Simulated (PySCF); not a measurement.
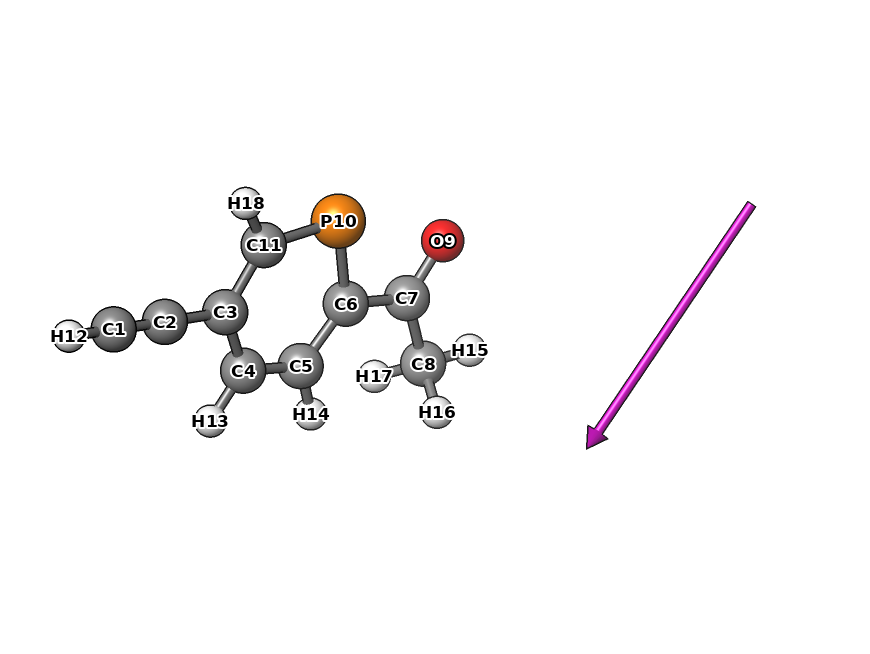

The arrow beside the molecule shows the direction of the dipole moment, from the negative to the positive end (its length means nothing). The computed structure is the end point of a GFN2-xTB optimisation. No frequency run is at hand to confirm it as a minimum. Level of theory: PBE0/pcSseg-1, gas phase (PySCF 2.14.0).

### Estimate the dipole moment.

4.01 D; it points from the side of O9 to the side of H12 (the outermost atoms at the two ends).

The geometry is semi-empirical. Around P such bond lengths and angles can be off by a tenth of an ångström or more and by several degrees, and values that hang on the shape move with them.
